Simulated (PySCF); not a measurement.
SMILES CN(C)[SiH2][SiH3] (C2H11NSi2) at its GFN2-xTB optimised geometry (Å):

```
16

Si    -0.5408    -0.7072     0.0000
Si    -1.4599    -1.9779     1.6829
N     -1.4697    -1.0599     3.1419
C     -0.3631    -0.2283     3.5385
C     -2.2491    -1.4912     4.2731
H     -0.9382    -1.2397    -1.3051
H      0.9279    -0.7072     0.0000
H     -0.9279     0.7072     0.0000
H     -2.8796    -2.3090     1.4889
H     -0.7822    -3.2907     1.8179
H      0.1762     0.1230     2.6613
H      0.3405    -0.7673     4.1868
H     -0.7320     0.6405     4.0931
H     -1.6655    -2.1228     4.9547
H     -2.6025    -0.6216     4.8352
H     -3.1089    -2.0594     3.9296
```

Calculation: B3LYP/def2-TZVP (PySCF 2.14.0).

Map of the electrostatic potential (hartree/e), clipped to [-0.08, 0.12] on the plane z = 1.0 Å:

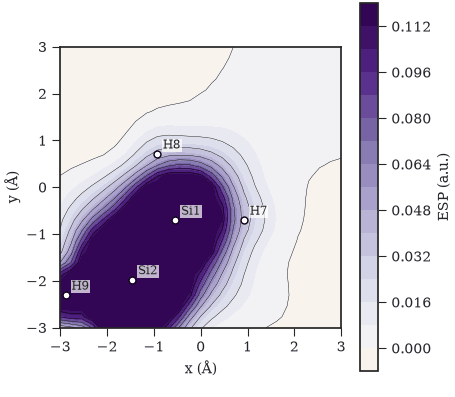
*Electrostatic potential (hartree/e), clipped to [-0.08, 0.12] on the plane z = 1.0 Å.*
